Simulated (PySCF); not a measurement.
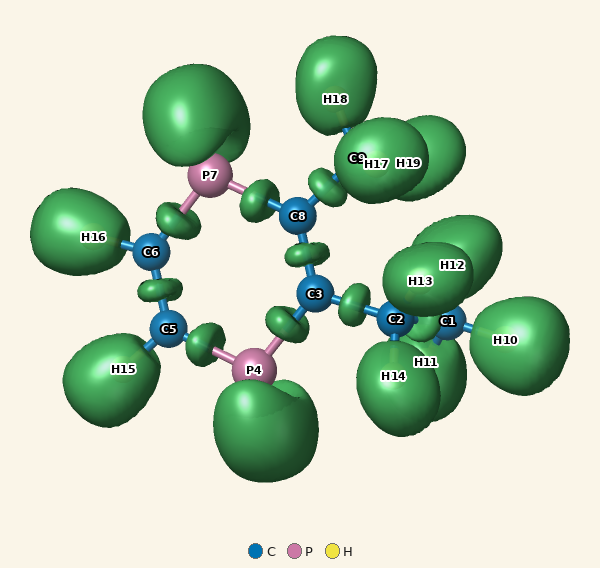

C$_{7}$H$_{10}$P$_{2}$ (SMILES CCc1pccpc1C). Isosurface of the ELF at 0.85 (green), seen at a tilt. Only the valence region is drawn (cores and ρ < 0.01 e/Å³ removed).

Geometry: PBE0-D3(BJ)/def2-SVP.

Computed with CAM-B3LYP/def2-SVPD, SCF density, gas phase in PySCF.

```xyz
19

C    -2.3078   -0.9194    0.4031
C    -1.6875    0.2296   -0.3892
C    -0.1785    0.2870   -0.2499
P     0.6514   -0.5822   -1.5281
C     2.3324   -0.4542   -1.1266
C     2.9044    0.1953   -0.0442
P     2.1086    1.0782    1.2174
C     0.3995    0.9580    0.8356
C    -0.4800    1.6976    1.8170
H    -3.4020   -0.9341    0.2850
H    -1.9142   -1.8851    0.0524
H    -2.0838   -0.8452    1.4779
H    -2.1332    1.1877   -0.0790
H    -1.9454    0.1035   -1.4535
H     3.0088   -0.9516   -1.8337
H     3.9985    0.1663    0.0423
H    -1.0433    2.5022    1.3168
H     0.1174    2.1587    2.6168
H    -1.2168    1.0313    2.2909
```

Question: Describe the localisation domains.

Answer: At this value the surface marks out five regions between bonded C–C atoms (shared pairs), four regions between bonded C–P atoms (shared pairs), ten regions around hydrogen nuclei and two lobes on P, pointing away from the bonds (lone pairs). Along the contacts the grid gives the following. C–C (1.39 Å): the ELF peaks at about 0.95 between the atoms: a covalent bond. C–P (1.73 Å): the ELF peaks at about 0.95 between the atoms; a covalent bond.
